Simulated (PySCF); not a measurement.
# [Bi(CH3)2]+: from a template to the relaxed complex

Task: relax [Bi(CH3)2]+, compute its harmonic modes and analyse its electrons. The species was built from a template and needn't be a known compound.

Method: PBE0, Bi def2-SVP with ECP60, C def2-SVP, H def2-SVP; scalar-relativistic core potentials, no spin–orbit coupling; program: PySCF 2.14.0.

1 further run of the same task is left out (for a known fault of the program).

**1. The starting structure**

9 atoms, charge 1, spin multiplicity 1.

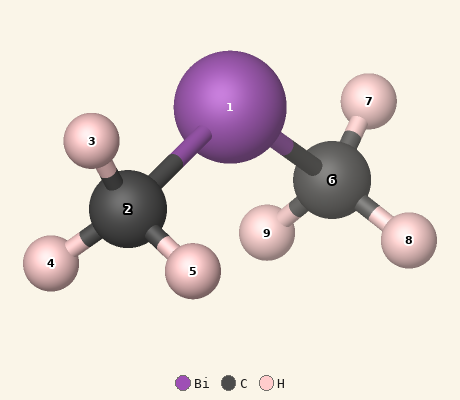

The starting geometry (bismuth purple, carbon dark grey, hydrogen pink); atoms are numbered from 1 in the order of the file.

Geometry (Å):

```xyz
9
charge 1, multiplicity 1
Bi    0.00000    0.00000    0.00000
C     2.09840    0.00000    0.93910
H     2.84980    0.00000    0.14950
H     2.22010    0.89000    1.55650
H     2.22010   -0.89000    1.55650
C    -2.09840    0.00000    0.93910
H    -2.84980    0.00000    0.14950
H    -2.22010   -0.89000    1.55650
H    -2.22010    0.89000    1.55650
```

Formal oxidation states: Bi +3.

**2. SCF at the start, singlet**

run.py (the lines that set the calculation) reads:

```python
mol = gto.M(atom='''
Bi     0.00000     0.00000     0.00000
C      2.09840     0.00000     0.93910
H      2.84980     0.00000     0.14950
H      2.22010     0.89000     1.55650
H      2.22010    -0.89000     1.55650
C     -2.09840     0.00000     0.93910
H     -2.84980     0.00000     0.14950
H     -2.22010    -0.89000     1.55650
H     -2.22010     0.89000     1.55650''',
    basis={'Bi': 'def2-SVP', 'C': 'def2-SVP', 'H': 'def2-SVP'},
    ecp={'Bi': 'def2-SVP'},
    charge=1, spin=0)
mf = dft.RKS(mol, xc='PBE0')
mf.grids.atom_grid = (50, 194)
mf = mf.density_fit()  # fitting sets: Bi def2-universal-JKFIT, C def2-universal-JKFIT, H def2-universal-JKFIT
mf.conv_tol = 1e-08; mf.max_cycle = 55
mf.kernel(dm0)  # dm0: free metal ions and neutral atoms
```

The run is started by

```sh
OMP_NUM_THREADS=2 python run.py
```

What it wrote:

```text
init E= -293.697198876858
  HOMO = -0.48283570034776  LUMO = -0.410149564296807  gap/eV = 1.97789
cycle= 1 E= -293.914530971404  delta_E= -0.217  |g|= 0.414  |ddm|= 2.72
  HOMO = -0.410012444946583  LUMO = -0.343067813765032  gap/eV = 1.82166
cycle= 2 E= -293.869518998689  delta_E= 0.045  |g|= 0.557  |ddm|= 1.02
  HOMO = -0.431588388286498  LUMO = -0.338226106113387  gap/eV = 2.54052
cycle= 3 E= -293.964055764066  delta_E= -0.0945  |g|= 0.0482  |ddm|= 0.639
  HOMO = -0.440356918975493  LUMO = -0.34798476387518  gap/eV = 2.51357
cycle= 4 E= -293.964855581644  delta_E= -0.0008  |g|= 0.00967  |ddm|= 0.103
  HOMO = -0.439366076190408  LUMO = -0.346017662700715  gap/eV = 2.54014
cycle= 5 E= -293.964887121494  delta_E= -3.15e-05  |g|= 0.00162  |ddm|= 0.02
  HOMO = -0.439398952940888  LUMO = -0.346063648451986  gap/eV = 2.53978
cycle= 6 E= -293.964887994638  delta_E= -8.73e-07  |g|= 0.000314  |ddm|= 0.0024
  HOMO = -0.439397961480898  LUMO = -0.346060190195791  gap/eV = 2.53985
cycle= 7 E= -293.964888030078  delta_E= -3.54e-08  |g|= 5.69e-05  |ddm|= 0.000566
  HOMO = -0.439399321459266  LUMO = -0.346061305157598  gap/eV = 2.53986
cycle= 8 E= -293.964888031338  delta_E= -1.26e-09  |g|= 9.48e-06  |ddm|= 9.94e-05
  HOMO = -0.439398499964797  LUMO = -0.346059366120842  gap/eV = 2.53989
Extra cycle  E= -293.964888031327  delta_E= 1.14e-11  |g|= 1.18e-05  |ddm|= 2.44e-05
converged SCF energy = -293.964888031327
```

It took 2.5 s on 2 threads of Intel Xeon Platinum 8259CL at 2.50GHz (Skylake/Cascade Lake), shared host; peak memory 0.5 GiB.

Read off: E = -293.964888 Eh, HOMO -11.96 eV, LUMO -9.42 eV, Mulliken charge on Bi1 +0.94 e. 

**3. Relaxation, singlet**

Steps are kept in the start's point group, C2v.

run.py (the lines that set the calculation) reads:

```python
mol = gto.M(atom='''
Bi     0.00000     0.00000    -0.12180
C      2.09840     0.00000     0.81730
H      2.84980     0.00000     0.02770
H      2.22010     0.89000     1.43470
H      2.22010    -0.89000     1.43470
C     -2.09840     0.00000     0.81730
H     -2.84980     0.00000     0.02770
H     -2.22010    -0.89000     1.43470
H     -2.22010     0.89000     1.43470''',
    basis={'Bi': 'def2-SVP', 'C': 'def2-SVP', 'H': 'def2-SVP'},
    ecp={'Bi': 'def2-SVP'},
    charge=1, spin=0)
mf = dft.RKS(mol, xc='PBE0')
mf.grids.atom_grid = (50, 194)
mf = mf.density_fit()  # fitting sets: Bi def2-universal-JKFIT, C def2-universal-JKFIT, H def2-universal-JKFIT
mf.conv_tol = 1e-08; mf.max_cycle = 55
mf.kernel(dm0)  # dm0: an SCF of this state at this start
# quasi-Newton relaxation in Cartesian coordinates to a largest gradient under 0.00045 Eh/bohr, steps kept in the point group
```

The run is started by

```sh
OMP_NUM_THREADS=2 python run.py
```

No log is kept here; the results follow.

Wall time 36 s (2 threads of Intel Xeon Platinum 8259CL at 2.50GHz (Skylake/Cascade Lake), shared host).

Relaxation path:

| step | energy from step 1 (eV) | largest force component (eV/Å) |
| --- | --- | --- |
| 1 | 0.0000 | 1.8577 |
| 2 | -0.3801 | 0.4158 |
| 3 | -0.5543 | 0.3506 |
| 4 | -0.6758 | 0.4947 |
| 5 | -0.7772 | 0.2840 |
| 6 | -0.8324 | 0.3607 |
| 7 | -0.8576 | 0.1722 |
| 8 | -0.8640 | 0.0573 |
| 9 | -0.8645 | 0.0224 |
| 10 | -0.8645 | 0.0208 |

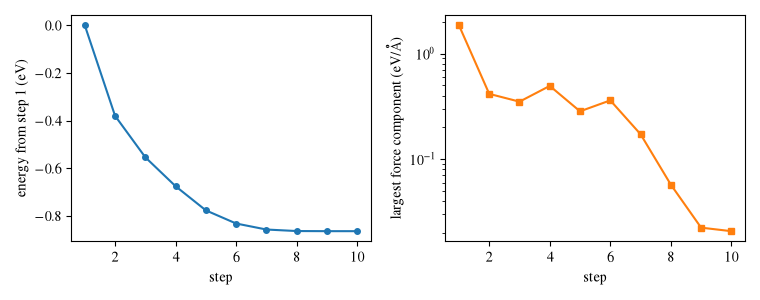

Energy and largest force along the relaxation.

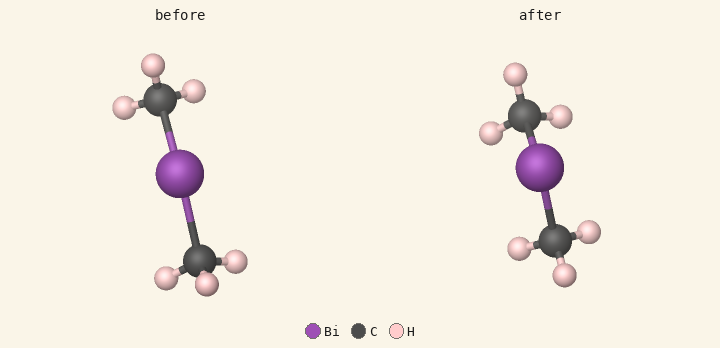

The geometry before (left) and after (right).

Distances of close pairs at the start and the end, largest changes first:

```
  bond  before (Å)  after (Å)  change (Å)
Bi1–C2       2.299      2.227      -0.072
Bi1–C6       2.299      2.227      -0.072
 C2–H4       1.090      1.103      +0.013
 C2–H5       1.090      1.103      +0.013
 C6–H8       1.090      1.103      +0.013
 C6–H9       1.090      1.103      +0.013
 C2–H3       1.090      1.098      +0.008
 C6–H7       1.090      1.098      +0.008
```

It ends in C2v at E = -293.996659 Eh.

```xyz
9
C2H6Bi
Bi    0.00000    0.00000   -0.71783
C     1.62579    0.00000    0.80472
H     2.61231    0.00000    0.32255
H     1.50264    0.89165    1.44256
H     1.50264   -0.89165    1.44256
C    -1.62579    0.00000    0.80472
H    -2.61231    0.00000    0.32255
H    -1.50264   -0.89165    1.44256
H    -1.50264    0.89165    1.44256
```

**4. The relaxed geometry turned into its symmetry frame**

run.py (the lines that set the calculation) reads:

```python
mol = gto.M(atom='''
Bi     0.00000     0.00000    -0.19808
C      1.62579     0.00000     1.32447
H      2.61231     0.00000     0.84229
H      1.50264     0.89165     1.96231
H      1.50264    -0.89165     1.96231
C     -1.62579     0.00000     1.32447
H     -2.61231     0.00000     0.84229
H     -1.50264    -0.89165     1.96231
H     -1.50264     0.89165     1.96231''',
    basis={'Bi': 'def2-SVP', 'C': 'def2-SVP', 'H': 'def2-SVP'},
    ecp={'Bi': 'def2-SVP'},
    charge=1, spin=0)
mf = dft.RKS(mol, xc='PBE0')
mf.grids.atom_grid = (50, 194)
mf = mf.density_fit()  # fitting sets: Bi def2-universal-JKFIT, C def2-universal-JKFIT, H def2-universal-JKFIT
mf.conv_tol = 1e-08; mf.max_cycle = 55
mf.kernel(dm0)  # dm0: free metal ions and neutral atoms
```

The run is started by

```sh
OMP_NUM_THREADS=2 python run.py
```

What it wrote:

```text
init E= -293.725935735571
  HOMO = -0.525335535266553  LUMO = -0.408251067790253  gap/eV = 3.18603
cycle= 1 E= -293.943540364684  delta_E= -0.218  |g|= 0.435  |ddm|=  2.7
  HOMO = -0.437031257626282  LUMO = -0.336146862262556  gap/eV = 2.74520
cycle= 2 E= -293.897288193959  delta_E= 0.0463  |g|= 0.576  |ddm|= 0.966
  HOMO = -0.471676662410378  LUMO = -0.337290187888287  gap/eV = 3.65684
cycle= 3 E= -293.995760296155  delta_E= -0.0985  |g|= 0.0492  |ddm|= 0.594
  HOMO = -0.478453392412712  LUMO = -0.346322678617213  gap/eV = 3.59546
cycle= 4 E= -293.996633918301  delta_E= -0.000874  |g|= 0.00884  |ddm|=  0.1
  HOMO = -0.47739322464728  LUMO = -0.344529193442096  gap/eV = 3.61541
cycle= 5 E= -293.996658617152  delta_E= -2.47e-05  |g|= 0.00161  |ddm|= 0.0185
  HOMO = -0.477470043157993  LUMO = -0.344592844234027  gap/eV = 3.61577
cycle= 6 E= -293.996659431327  delta_E= -8.14e-07  |g|= 0.000216  |ddm|= 0.00256
  HOMO = -0.477470008057443  LUMO = -0.344597343904127  gap/eV = 3.61565
cycle= 7 E= -293.996659446514  delta_E= -1.52e-08  |g|= 3.75e-05  |ddm|= 0.000321
  HOMO = -0.477475693661697  LUMO = -0.344604566140054  gap/eV = 3.61561
cycle= 8 E= -293.996659447165  delta_E= -6.51e-10  |g|= 4.49e-06  |ddm|= 8.02e-05
  HOMO = -0.477474679012719  LUMO = -0.344603017216384  gap/eV = 3.61562
Extra cycle  E= -293.996659447165  delta_E= -2.27e-13  |g|= 4.51e-06  |ddm|= 1.27e-05
converged SCF energy = -293.996659447165
```

It took 1.6 s on 2 threads of Intel Xeon Platinum 8259CL at 2.50GHz (Skylake/Cascade Lake), shared host.

Read off: E = -293.996659 Eh, HOMO -12.99 eV, LUMO -9.38 eV, Mulliken charge on Bi1 +0.95 e. 

**5. Frequencies and infrared intensities**

Edit run.py (the lines that set the calculation) of step 4 so:

```diff
@@ -16,3 +16,4 @@
 mf = mf.density_fit()  # fitting sets: Bi def2-universal-JKFIT, C def2-universal-JKFIT, H def2-universal-JKFIT
-mf.conv_tol = 1e-08; mf.max_cycle = 55
-mf.kernel(dm0)  # dm0: free metal ions and neutral atoms
+mf.conv_tol = 1e-10; mf.max_cycle = 55
+mf.kernel(dm0)  # dm0: the density of the relaxed state
+# Hessian and dipole derivatives by central differences of gradients, 0.02 bohr
```

The run is started by

```sh
OMP_NUM_THREADS=2 python run.py
```

The driver keeps no SCF log for this step, only its results.

Wall time 67 s (2 threads of Intel Xeon Platinum 8259CL at 2.50GHz (Skylake/Cascade Lake), shared host).

Point group C2v; negative numbers are unstable modes, and those under 60 cm⁻¹ are near the numerical noise:

| cm⁻¹ | km/mol | symmetry |
| --- | --- | --- |
| 36 | 0.0 | a2 |
| 78 | 0.8 | b2 |
| 170 | 0.1 | a1 |
| 494 | 12.1 | b1 |
| 500 | 7.4 | a1 |
| 605 | 1.7 | b2 |
| 667 | 0.0 | a2 |
| 733 | 7.4 | b1 |
| 841 | 18.6 | a1 |
| 1203 | 1.4 | b1 |
| 1217 | 5.7 | a1 |
| 1383 | 4.2 | b1 |
| 1389 | 0.0 | a2 |
| 1403 | 18.2 | a1 |
| 1413 | 46.2 | b2 |
| 3046 | 17.3 | b1 |
| 3049 | 12.0 | a1 |
| 3154 | 0.0 | a2 |
| 3155 | 6.5 | b2 |
| 3211 | 2.6 | b1 |
| 3212 | 16.6 | a1 |

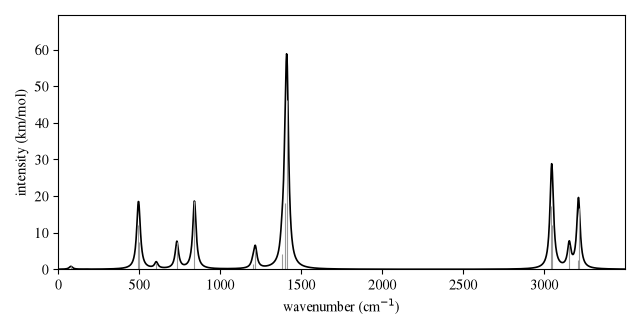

The infrared spectrum from the harmonic lines. Lines are broadened to a width of 25 cm⁻¹ (Lorentzian).

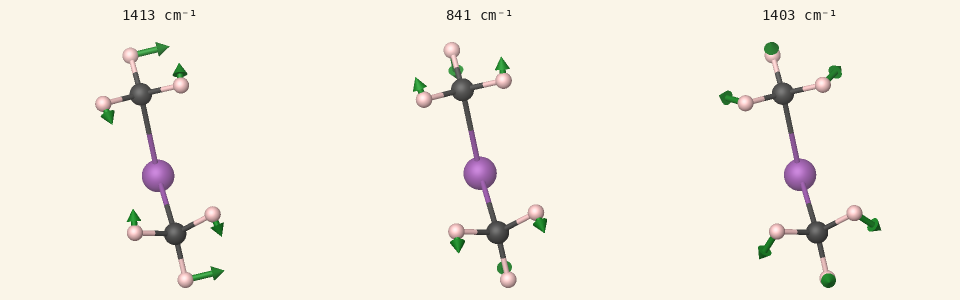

How the atoms move in 3 of the modes.

**6. Properties on a finer grid**

run.py (the lines that set the calculation) reads:

```python
mol = gto.M(atom='''
Bi     0.00000     0.00000    -0.71783
C      1.62579     0.00000     0.80472
H      2.61231     0.00000     0.32255
H      1.50264     0.89165     1.44256
H      1.50264    -0.89165     1.44256
C     -1.62579     0.00000     0.80472
H     -2.61231     0.00000     0.32255
H     -1.50264    -0.89165     1.44256
H     -1.50264     0.89165     1.44256''',
    basis={'Bi': 'def2-SVP', 'C': 'def2-SVP', 'H': 'def2-SVP'},
    ecp={'Bi': 'def2-SVP'},
    charge=1, spin=0)
mf = dft.RKS(mol, xc='PBE0')
mf.grids.atom_grid = (75, 302)
mf = mf.density_fit()  # fitting sets: Bi def2-universal-JKFIT, C def2-universal-JKFIT, H def2-universal-JKFIT
mf.conv_tol = 1e-09; mf.max_cycle = 55
mf.kernel(dm0)  # dm0: the density of the relaxed state
```

The run is started by

```sh
OMP_NUM_THREADS=2 python run.py
```

What it wrote:

```text
init E= -293.996563881519
  HOMO = -0.47747711823459  LUMO = -0.344602464886938  gap/eV = 3.61570
cycle= 1 E= -293.996563895109  delta_E= -1.36e-08  |g|= 8.12e-05  |ddm|= 0.000609
  HOMO = -0.477473014705232  LUMO = -0.344611547926288  gap/eV = 3.61534
cycle= 2 E= -293.996563892753  delta_E= 2.36e-09  |g|= 0.000122  |ddm|= 0.000227
  HOMO = -0.477476305382291  LUMO = -0.344607523807804  gap/eV = 3.61554
cycle= 3 E= -293.99656389725  delta_E= -4.5e-09  |g|= 2.47e-06  |ddm|= 0.000129
  HOMO = -0.477475892021394  LUMO = -0.344606942742633  gap/eV = 3.61555
cycle= 4 E= -293.996563897253  delta_E= -2.84e-12  |g|= 1.42e-06  |ddm|= 6.4e-06
  HOMO = -0.477476268722754  LUMO = -0.344607400292558  gap/eV = 3.61555
Extra cycle  E= -293.996563897254  delta_E= -1.14e-12  |g|= 1.04e-06  |ddm|= 3.89e-06
converged SCF energy = -293.996563897254
```

Wall time 14 s (2 threads of Intel Xeon Platinum 8259CL at 2.50GHz (Skylake/Cascade Lake), shared host).

It gives: E = -293.996564 Eh, HOMO -12.99 eV, LUMO -9.38 eV, Mulliken charge on Bi1 +0.95 e, largest force component 0.021 eV/Å. 

Löwdin charges:

| atom | value (e) |
| --- | --- |
| Bi1 | 1.07 |
| C2 | -0.24 |
| H3 | 0.06 |
| H4 | 0.07 |
| H5 | 0.07 |
| C6 | -0.24 |
| H7 | 0.06 |
| H8 | 0.07 |
| H9 | 0.07 |

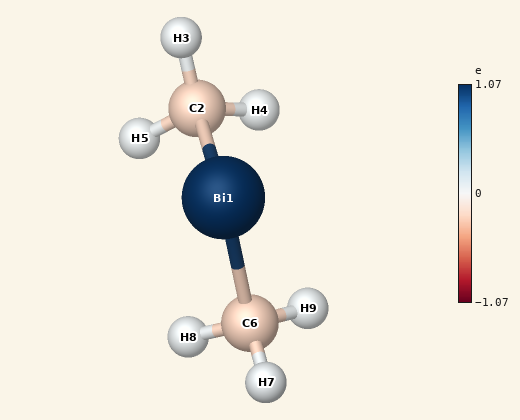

Löwdin charges, as colours on the atoms.

Mulliken charges: Bi1 +0.95, C2 -0.42, H3 +0.15, H4 +0.15, H5 +0.15, C6 -0.42, H7 +0.15, H8 +0.15, H9 +0.15 e.

Contacts (the nearest donor of each ligand) and Mayer bond orders:

| contact | distance (Å) | bond order |
| --- | --- | --- |
| Bi1–C2 (CH3) | 2.227 | 1.07 |
| Bi1–C6 (CH3) | 2.227 | 1.07 |

Mulliken populations of Bi1 outside the core potential: s 3.92, p 8.01, d 10.12.

The fields below are evaluated on a grid from the run's orbitals.

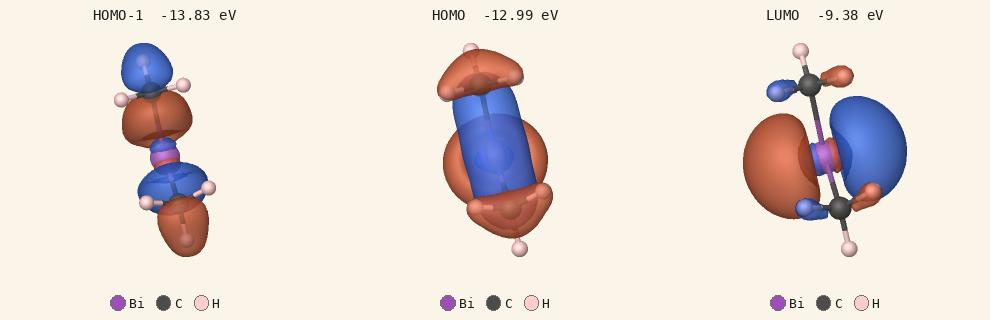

PBE0 orbitals near the gap, drawn at the value that encloses 70 % of each; the two colours are the two signs.

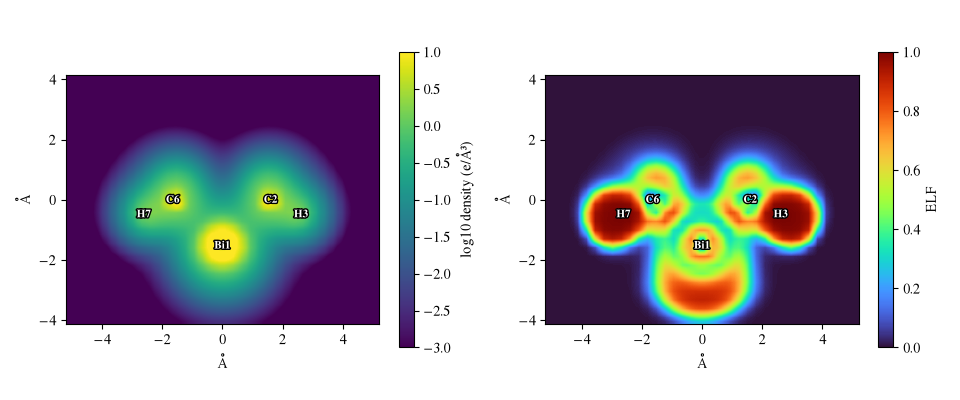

Density (left) and ELF (right) in a plane through or near 5 of the atoms.

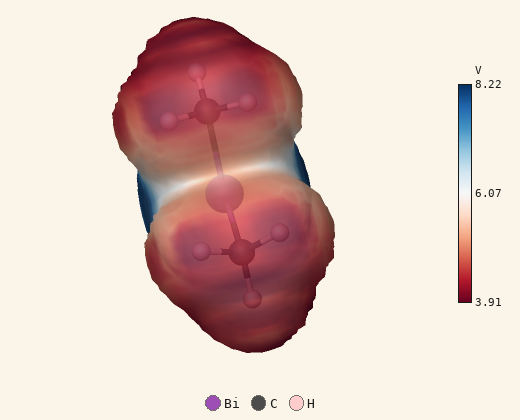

The potential that a unit positive charge feels on the 0.002 e/bohr³ surface, from 3.91 to 8.22 V.

**7. Outcome**

| quantity | value |
| --- | --- |
| state and point group | singlet, C2v |
| modes | 36 to 3212 cm⁻¹, none unstable |
| strongest infrared band (modes within 1.5 cm⁻¹ summed) | 1413 cm⁻¹ (46 km/mol) |
| zero-point energy | 1.919 eV |
| ideal gas, 298 K, 1 bar | S = 338.2, Cp = 85.3 J/(mol K) |
| metal–ligand contacts | 2.23 Å |
| frontier levels | HOMO -12.99 eV, LUMO -9.38 eV |
| dipole about the centre of mass | 1.44 D |
| mean polarisability | 8.1 Å³ |

All modes are real within the noise of the softest ones, so the structure is a minimum. The metal carries +1.07 e by Löwdin's partition against a formal +3, and bond orders to the nearest donors reach 1.07. Both measures hang on the basis. One start shape was tried, so another isomer may lie lower. The bases are small and lack diffuse functions. Spin–orbit coupling is left out.
